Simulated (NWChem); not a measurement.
# U-mPW2PLYP/6-31G run of BNH3S (SMILES N[B]S)

What is the energy change on altering one bond length of BNH3S at U-mPW2PLYP/6-31G? 

The calculation is run with NWChem 7.3.0.

2 further runs of the same task are left out: 2 set aside as unsound or not needed.

### Step 1. The structure to begin with

BNH3S: 6 atoms, total charge 0, spin state doublet. SMILES: `N[B]S`. Geometry: relaxed at PBE0-D4/def2-TZVP. This is a higher conformer, about 7 kJ/mol above the lowest found by a separate search.

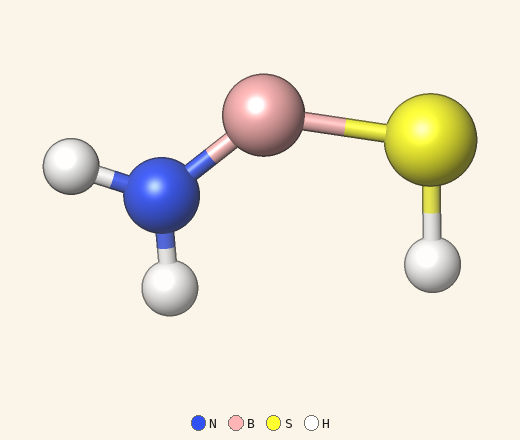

The structure, seen from a chosen angle (nitrogen blue, boron pink, sulfur yellow, hydrogen white).

### Step 2. The energy at U-mPW2PLYP/6-31G

struct.nw reads:

```
start struct
title "BH3NS"
memory total 2200 mb

geometry noautosym nocenter noautoz
N     -0.621200     0.083000    -0.756700
B     -0.538400    -0.445500     0.515700
S      0.781100    -0.475200     1.709200
H     -1.454200     0.016000    -1.315600
H      0.135500     0.569200    -1.216600
H      1.739200     0.188500     1.017800
end

basis "ao basis" spherical
N library 6-31G
B library 6-31G
S library 6-31G
H library 6-31G
end

dft
xc hfexch 0.55 mpw91 0.45 lyp 0.75 mp2 0.25
dftmp2 semidirect
mult 2
grid fine
convergence energy 1e-05
iterations 150
mulliken
print medium
end

mp2
freeze core 7
end

task dft
```

Run with:

```bash
$ nwchem struct.nw > struct.out
```

Standard output:

```text
[...]
          Wavefunction type:  spin polarized.
          No. of atoms     :     6
          No. of electrons :    31
[...]
          Charge           :     0
          Spin multiplicity:     2
[...]
          AO basis - number of functions:    37
[...]
              XC Information
              --------------
                     Hartree-Fock (Exact) Exchange  0.550
                        mPW91  Exchange Functional  0.450
              Lee-Yang-Parr Correlation Functional  0.750
[...]
 d= 0,ls=0.0,diis     1   -479.1296088436 -5.61D+02  1.49D-02  7.35D-02     0.4
[...]
 d= 0,ls=0.0,diis     9   -479.1867414953 -2.25D-07  6.69D-06  3.36D-08     2.5
[...]
         Total DFT energy =     -479.186741495323
      One electron energy =     -821.067400967736
           Coulomb energy =      297.662635741647
    Exchange-Corr. energy =      -37.487195090853
 Nuclear repulsion energy =       81.705218821619
[...]
      Total Density - Mulliken Population Analysis
     ---------------------------------------------
    Atom       Charge   Shell Charges
 -----------   ------   -------------------------------------------------------
    1 N    7     7.86   2.00  0.76  2.56  0.83  1.70
    2 B    5     4.75   2.00  0.55  1.35  0.42  0.44
    3 S   16    16.09   2.00  2.00  5.97  1.35  3.10  0.53  1.15
    4 H    1     0.65   0.51  0.14
    5 H    1     0.67   0.51  0.16
    6 H    1     0.97   0.51  0.46
[...]
      <S2> =      0.7542 (Exact =     0.7500)
[...]
  Basis functions       =     37
[...]
```

It took 3.6 s on 1 thread of AMD EPYC 9R45 (Zen 5), shared host; peak memory 0.12 GiB.

### Step 3. The distorted shape, same level

bh3ns.nw reads:

```
start bh3ns
title "BH3NS"
memory total 2200 mb

geometry noautosym nocenter noautoz
   N       -1.940700       0.112700      -1.950200
   B       -1.857900      -0.415800      -0.677800
   S        0.781100      -0.475200       1.709200
   H       -2.773700       0.045700      -2.509100
   H       -1.184000       0.598900      -2.410100
   H        1.739200       0.188500       1.017800
end

basis "ao basis" spherical
   * library 6-31G
end

dft
   xc hfexch 0.55 mpw91 0.45 lyp 0.75 mp2 0.25
   dftmp2 semidirect
   mult 2
   grid fine
   convergence energy 1e-05
   iterations 150
   mulliken
   print medium
end

mp2
   freeze core 7
end

task dft energy
```

Run with:

```bash
$ nwchem bh3ns.nw > bh3ns.out
```

Standard output:

```text
[...]
          Wavefunction type:  spin polarized.
          No. of atoms     :     6
          No. of electrons :    31
[...]
          Charge           :     0
          Spin multiplicity:     2
[...]
          AO basis - number of functions:    37
[...]
              XC Information
              --------------
                     Hartree-Fock (Exact) Exchange  0.550
                        mPW91  Exchange Functional  0.450
              Lee-Yang-Parr Correlation Functional  0.750
[...]
 d= 0,ls=0.0,diis     1   -478.9261183473 -5.39D+02  3.37D-02  1.07D-01     0.3
[...]
 d= 0,ls=0.5,diis    35   -479.0825368916 -3.01D-08  5.32D-06  7.50D-09     7.8
[...]
         Total DFT energy =     -479.082536905051
      One electron energy =     -776.957449730192
           Coulomb energy =      275.633777997032
    Exchange-Corr. energy =      -37.368999059294
 Nuclear repulsion energy =       59.610133887402
[...]
      Total Density - Mulliken Population Analysis
     ---------------------------------------------
    Atom       Charge   Shell Charges
 -----------   ------   -------------------------------------------------------
    1 N    7     7.89   2.00  0.78  2.57  0.81  1.74
    2 B    5     4.80   2.00  0.62  0.86  1.18  0.14
    3 S   16    16.03   2.00  2.00  5.97  1.41  2.86  0.55  1.23
    4 H    1     0.65   0.50  0.15
    5 H    1     0.65   0.50  0.15
    6 H    1     0.98   0.51  0.47
[...]
      <S2> =      0.7788 (Exact =     0.7500)
[...]
  Basis functions       =     37
[...]
```

Run time: 9 s. Hardware: 1 thread of AMD EPYC 9R45 (Zen 5), shared host; peak memory 0.12 GiB.

### Step 4. What came out

At U-mPW2PLYP/6-31G:

| quantity | value |
| --- | --- |
| first shape: total energy | -479.24943 Eh |
| first shape: dipole moment | 3.59 D |
| first shape: HOMO energy (highest over α and β) | -6.90 eV |
| first shape: LUMO energy (lowest over α and β) | 0.61 eV |
| first shape: ⟨S²⟩ | 0.754 |
| distorted shape: total energy | -479.14147 Eh |
| distorted shape: dipole moment | 4.35 D |
| distorted shape: HOMO energy (highest over α and β) | -6.58 eV |
| distorted shape: LUMO energy (lowest over α and β) | -2.54 eV |
| distorted shape: ⟨S²⟩ | 0.779 |
| energy change with the B2–S3 bond stretched from 1.779 to 3.559 Å | 2.938 eV |

**Reading.** With the B2–S3 bond stretched from 1.779 to 3.559 Å the energy rises by 2.94 eV (68 kcal/mol). The first shape isn't relaxed at this level, so the change isn't measured from a minimum. Mulliken charges (first shape) run from -0.86 on N1 to +0.35 on H4.
